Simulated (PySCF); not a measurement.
## What a change does: excited-state calculation on GeCl₄

System: GeCl₄.
Method of run 1: TDDFT HF/def2-SVPD, vertical, gas phase, core orbitals frozen in the response (PySCF 2.14.0).

The geometry comes from this level: PBE0-D3(BJ)/def2-SVP. Text and figures count atoms from 1; the logs count them from 0 in places.

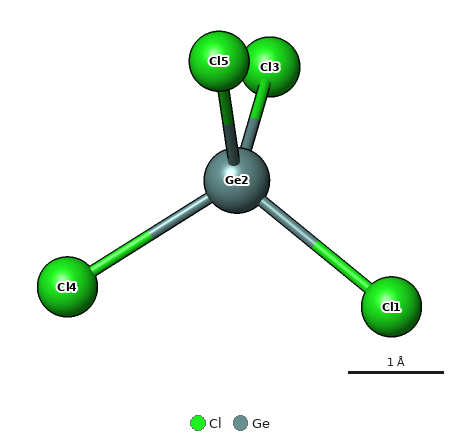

Fig. 1: The structure (ball-and-stick view, seen at a tilt; atoms are numbered from 1 in the order of the input). Sticks mark near contacts. Bond lengths as drawn: Cl–Ge 2.12 Å.

**Input, run 1**
```
{"job": {"kind": "uv", "xc": "HF", "basis": "def2-SVPD", "ip": true}, "charge": 0, "multiplicity": 1}
Cl    -0.938388    -1.600596    -1.031088
Ge     0.004037     0.002765    -0.006749
Cl     2.095995    -0.348593     0.111281
Cl    -0.343647     1.812040    -1.062057
Cl    -0.800758     0.140095     1.954253
```

The first line tells a small driver script what to run in PySCF; the rest is the geometry in Å.

Hardware: 1 CPU thread, shared host.

**Output (run 1)**
```
final grid: 60024 points
cycle   1  E = -3912.6218695448  dE = -6.560e-02  |g| = 5.966e-01  |ddm| = 2.863e+00
cycle   2  E = -3912.6839682883  dE = -6.210e-02  |g| = 4.379e-01  |ddm| = 1.285e+00
cycle   3  E = -3912.7254851360  dE = -4.152e-02  |g| = 3.590e-02  |ddm| = 4.835e-01
cycle   4  E = -3912.7260693022  dE = -5.842e-04  |g| = 1.481e-02  |ddm| = 8.768e-02
cycle   5  E = -3912.7261629174  dE = -9.362e-05  |g| = 2.940e-03  |ddm| = 2.879e-02
cycle   6  E = -3912.7261693052  dE = -6.388e-06  |g| = 6.509e-04  |ddm| = 6.246e-03
cycle   7  E = -3912.7261696388  dE = -3.336e-07  |g| = 1.228e-04  |ddm| = 1.721e-03
cycle   8  E = -3912.7261696488  dE = -1.002e-08  |g| = 2.455e-05  |ddm| = 3.411e-04
cycle   9  E = -3912.7261696491  dE = -3.038e-10  |g| = 3.001e-06  |ddm| = 6.824e-05
converged SCF energy = -3912.7261696491

Static polarisability (au): isotropic 76.479, principal 76.263 76.528 76.644

Singlet excitations
state   eV       nm        f      main configurations
  1   7.7431    160.1   0.00001   H->L 0.45, H-2->L 0.14, H->L+1 0.14
  2   7.7462    160.1   0.00001   H-1->L 0.41, H-1->L+1 0.12, H-2->L 0.11
  3   7.7481    160.0   0.00000   H-2->L 0.36, H-1->L 0.18, H-2->L+1 0.11
  4   8.3520    148.4   0.14543   H-3->L 0.53, H-3->L+1 0.17
  5   8.3591    148.3   0.14694   H-4->L 0.48, H-4->L+1 0.15
  6   8.3613    148.3   0.14785   H-5->L 0.48, H-5->L+1 0.15
  7   8.4275    147.1   0.00034   H-6->L 0.54, H-6->L+1 0.16
  8   8.4358    147.0   0.00052   H-7->L 0.53, H-7->L+1 0.16
  9  10.1345    122.3   0.07860   H-10->L 0.16
 10  10.1368    122.3   0.07787   H-9->L 0.21, H-10->L 0.09

Triplet excitations (Tamm-Dancoff, eV): 7.0911 7.0947 7.0968 7.3322
Vertical ionisation energy (delta-SCF) = 11.9911 eV
```

The input of run 2 differs as follows (lines with − go, lines with + come):
```diff
-"xc": "HF"
+"xc": "LDA"
```

How does run 2 compare with run 1?

The total energies belong to different methods, so their difference says nothing on which is more stable or more accurate. The HOMO goes from −13.15 to −8.44 eV. The LUMO goes from 1.02 to −3.81 eV. The lowest excitation goes from 7.74 to 4.79 eV. The strongest computed line goes from 8.36 to 5.51 eV. The method changes from HF to LDA. Exact exchange removes part of the self-interaction error of semilocal functionals, which pushes filled and empty levels apart. The SCF takes 11 iterations against 9.

**Output (run 2)**
```
coarse grid: 32680 points
cycle   1  E = -3908.0059558528  dE = -6.433e-02  |g| = 7.758e-01  |ddm| = 3.110e+00
cycle   2  E = -3907.7324575296  dE =  2.735e-01  |g| = 1.406e+00  |ddm| = 2.281e+00
cycle   3  E = -3908.0916746096  dE = -3.592e-01  |g| = 1.696e-01  |ddm| = 1.673e+00
cycle   4  E = -3908.0997439919  dE = -8.069e-03  |g| = 3.735e-02  |ddm| = 2.278e-01
cycle   5  E = -3908.1001759347  dE = -4.319e-04  |g| = 1.350e-03  |ddm| = 5.049e-02
cycle   6  E = -3908.1001764394  dE = -5.047e-07  |g| = 5.294e-04  |ddm| = 2.830e-03
final grid: 60024 points
cycle   7  E = -3908.1001395045  dE =  3.216e-08  |g| = 7.356e-04  |ddm| = 2.152e-03
cycle   8  E = -3908.1001391962  dE =  3.083e-07  |g| = 1.317e-03  |ddm| = 2.656e-03
cycle   9  E = -3908.1001396433  dE = -4.471e-07  |g| = 2.058e-04  |ddm| = 1.742e-03
cycle  10  E = -3908.1001396517  dE = -8.476e-09  |g| = 1.308e-05  |ddm| = 2.231e-04
cycle  11  E = -3908.1001396518  dE = -4.002e-11  |g| = 4.458e-06  |ddm| = 2.458e-05
converged SCF energy = -3908.1001396518

Static polarisability (au): isotropic 87.505, principal 87.236 87.567 87.712

Singlet excitations
state   eV       nm        f      main configurations
  1   4.7859    259.1   0.00000   H->L 0.99
  2   4.7906    258.8   0.00000   H-1->L 0.99
  3   4.7938    258.6   0.00000   H-2->L 0.99
  4   5.5004    225.4   0.03782   H-3->L 0.94
  5   5.5051    225.2   0.03816   H-4->L 0.87, H-5->L 0.09
  6   5.5062    225.2   0.03831   H-5->L 0.87, H-4->L 0.08
  7   5.5318    224.1   0.00012   H-6->L 0.99
  8   5.5443    223.6   0.00007   H-7->L 0.99
  9   7.2705    170.5   0.00000   H->L+1 0.44, H-2->L+2 0.11, H-1->L+1 0.10
 10   7.3473    168.7   0.00021   H->L+2 0.40, H-1->L+1 0.30, H-2->L+1 0.21

Triplet excitations (Tamm-Dancoff, eV): 4.5293 4.5341 4.5369 5.0832
Vertical ionisation energy (delta-SCF) = 11.2967 eV
Vertical electron affinity (delta-SCF) = 1.2324 eV
```

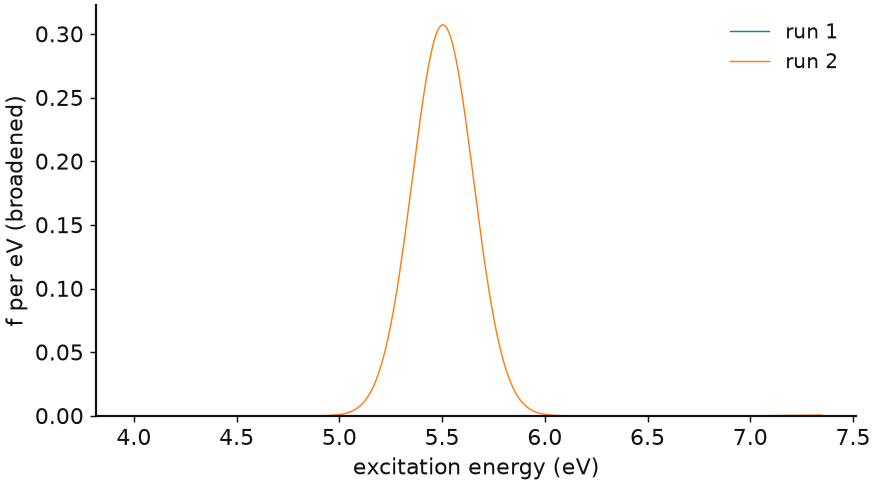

Fig. 2: Absorption of the two runs from their computed states, each broadened by a Gaussian of 0.35 eV full width; the range ends where the shorter list of states ends.

**The two runs side by side**

| quantity | run 1 | run 2 |
| --- | --- | --- |
| outcome | converged | converged |
| total energy (hartree) | −3912.726170 | −3908.100140 |
| HOMO (eV) | −13.15 | −8.44 |
| LUMO (eV) | 1.02 | −3.81 |
| dipole moment (D) | 0.01 | 0.01 |
| lowest excitation (eV) | 7.74 | 4.79 |
| SCF iterations | 9 | 11 |
| strongest computed line (eV) | 8.36 | 5.51 |
| basis functions | 146 | 146 |
| wall time (shared host) | 21 s | 47 s |

For both runs: Spin–orbit coupling is left out, which matters for the heavy atoms.
